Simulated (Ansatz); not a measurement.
The parent structure is SiC (space group P6_3mc, No. 186; a = 3.094 Å, c = 10.129 Å).

The change: every lattice vector is shortened by 1.50 %; the atoms relax in the strained cell.

Method: plane-wave PAW DFT at the PBE level (Ansatz, a first-principles code, 420 eV), without spin-orbit coupling.

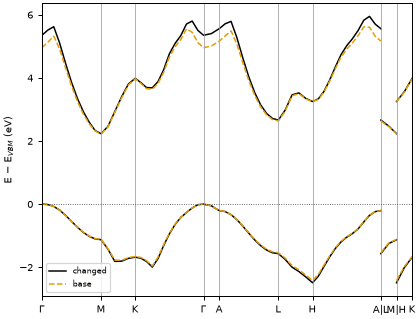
Highest valence and lowest conduction band along the path, each from its own valence-band maximum

Task: Read the changed gap and its character from the plot.

Result: About 2.2 eV, indirect, Γ → M.

Stability against distortions was not tested.
